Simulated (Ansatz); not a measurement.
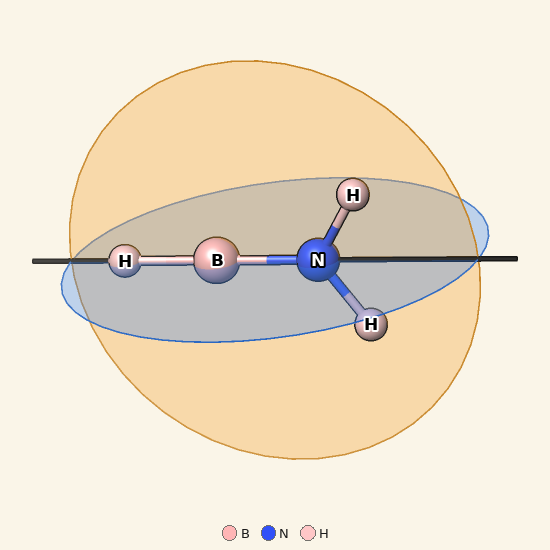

All proper rotation axes (lines) and mirror planes (discs) of the structure are drawn in. Depth is shown by fading: the farther an atom, the more it takes the colour of the background. Charge +1, singlet. The geometry was computed by an optimisation with PBE-D4/def2-SVP. No frequency run is at hand to confirm it as a minimum.

> What is the order of each axis, and which point group results?

It has 1 C2 axis and 2 mirror planes. Point group C2v. The group has 4 operations. The geometry is achiral, and symmetry allows a dipole moment.
